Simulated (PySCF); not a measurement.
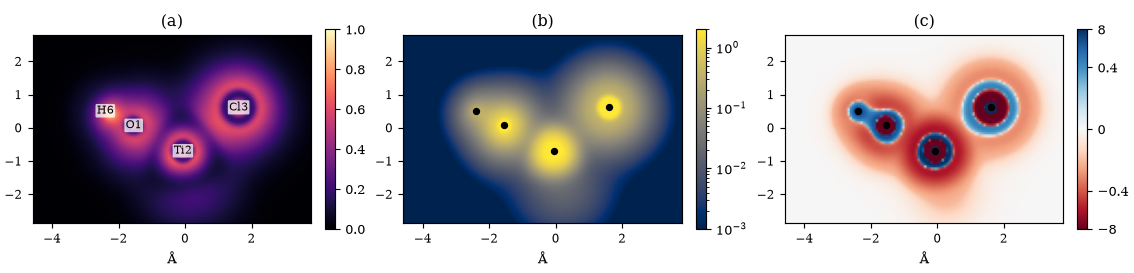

*Cl3HOTi, SMILES `O[Ti](Cl)(Cl)Cl`. Three fields in the plane of O1, Ti2, Cl3 and H6. (c): blue positive, red negative.*

Computed with PySCF, B3LYP/def2-TZVP, geometry: GFN2-xTB. This is a single-reference result, which may miss multireference character in this system. No frequency check shows the geometry to be a minimum. GFN2-xTB bond lengths at metals and heavier atoms can be off by up to 0.1 Å and shapes distorted, which carries into these values.

Q: The panels show, in some order, the electron density, localised orbital locator (LOL) and negative Laplacian of the density (−∇²ρ). Which is which?

A: (a) is the localised orbital locator (LOL): it runs from 0 to 1, peaks where electrons are localised, as in bonds, and fades smoothly outside. (b) is the electron density: it is positive everywhere and peaks at the nuclei. (c) is the negative Laplacian of the density (−∇²ρ): shells alternate in sign around each nucleus and valence concentrations outline the bonding and non-bonding pairs.
